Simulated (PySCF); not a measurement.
**AlIn: from the state search to spectroscopic constants**

Aim: find the lowest electronic state of AlIn, scan its bond at several levels of theory, and get bond length, wavenumber and dissociation energy from each curve.

The runs use PySCF 2.14.0; Al cc-pV(D+d)Z, In cc-pVDZ-PP with ECP28, scalar-relativistic core potentials.

## 1. Input

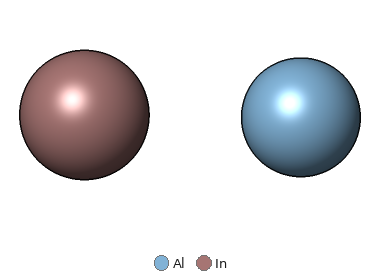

The two atoms at the starting distance (aluminium light blue, indium brown).

Settings of the job:

```
atoms                         : Al, In
charge                        : 0
basis                         : Al cc-pV(D+d)Z, In cc-pVDZ-PP with ECP28
Hamiltonian                   : scalar-relativistic core potentials
basis functions               : 46
electrons treated             : 34
masses in u                   : 26.9815, 114.9039
levels                        : PBE0, PBE, r²SCAN, PBEsol, BP86, PW91, HSE06, HF, MP2, SCS-MP2, CCSD, CCSD(T)
grid                          : 80 radial by 434 angular points
occupations                   : held fixed by the projection of orbital angular momentum
dissociation limit            : Al + In, each in its ground configuration
starting distance in angstrom : 2.585
values of 2S to try           : 0, 2
```

Command:

```bash
$ OMP_NUM_THREADS=1 python dia.py task.json out
```

Further steps of the session: The PBE0 curve of the state that the search chose; Higher solutions at PBE0; PBE (GGA); r²SCAN; PBEsol; BP86 (GGA); PW91 (GGA); HSE06 (range-separated hybrid); UHF; Adding correlation.

Before running it: what results should come out? Wanted: for each run, Re; ωe; De; μ.

**Answer**, as computed:

Lowest PBE0 solution found, without spin–orbit coupling: ³Π (triplet), unpaired electrons σ ↑, π ↑. State 2 has its PBE0 minimum 0.13 eV higher. State 3 has its PBE0 minimum 0.14 eV higher, as a spin-mixed determinant (⟨S²⟩ = 1.02), so this is no gap between pure states. State 4 has its PBE0 minimum 0.29 eV higher, as a spin-mixed determinant (⟨S²⟩ = 1.01), so this is no gap between pure states. The other levels ran on the lowest alone.

| level | Re (Å) | ωe (cm⁻¹) | De (eV) | μ (D) |
| --- | --- | --- | --- | --- |
| UHF | 2.935 | 199.6 | 0.66 | 0.46 |
| UHF-MP2 | 2.892 | 209.2 | 1.12 | n/a |
| UHF-SCS-MP2 | 2.892 | 211.3 | 0.98 | n/a |
| UHF-CCSD | 2.916 | 201.6 | 1.04 | n/a |
| UHF-CCSD(T) | 2.916 | 200.7 | 1.12 | n/a |
| PBE | 2.930 | 185.0 | 1.49 | 0.57 |
| PBEsol | 2.894 | 192.4 | 1.63 | 0.44 |
| PW91 | 2.925 | 185.5 | 1.51 | 0.53 |
| BP86 | 2.937 | 181.5 | 1.44 | 0.45 |
| r²SCAN | 2.898 | 193.9 | 1.47 | 0.46 |
| PBE0 | 2.894 | 198.1 | 1.39 | 0.56 |
| HSE06 | 2.900 | 196.0 | 1.41 | 0.52 |

De is counted to Al + In in their ground configurations. A positive dipole means Al(−)In(+).

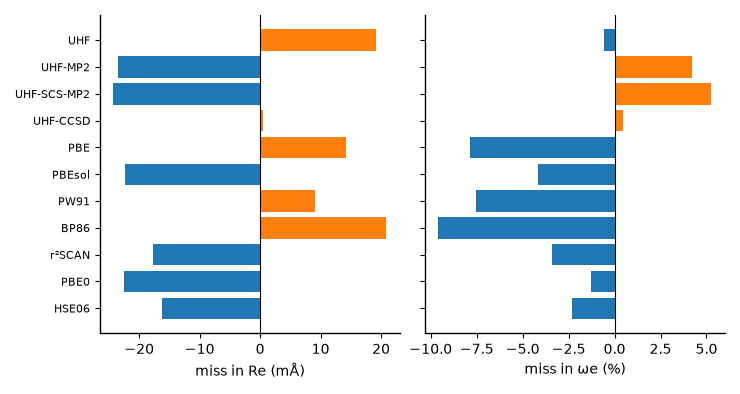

Differences in bond length and wavenumber from CCSD(T) in the same basis.

**Reading.** Judged by CCSD(T) in the same basis: best bond length UHF-CCSD (0 mÅ), worst UHF-MP2 and UHF-SCS-MP2 (-24 mÅ); best wavenumber UHF-CCSD (+0.5 %), worst BP86 (-9.6 %). CCSD(T) in a basis this small is itself some way from its limit, more so than the functionals. Of the levels with a De here, UHF gives the least (0.66 eV) and PBEsol the most (1.63 eV).

Correlated steps freeze 9 core orbitals. Spin–orbit coupling is left out, which matters for elements this heavy, above all for dissociation energies.
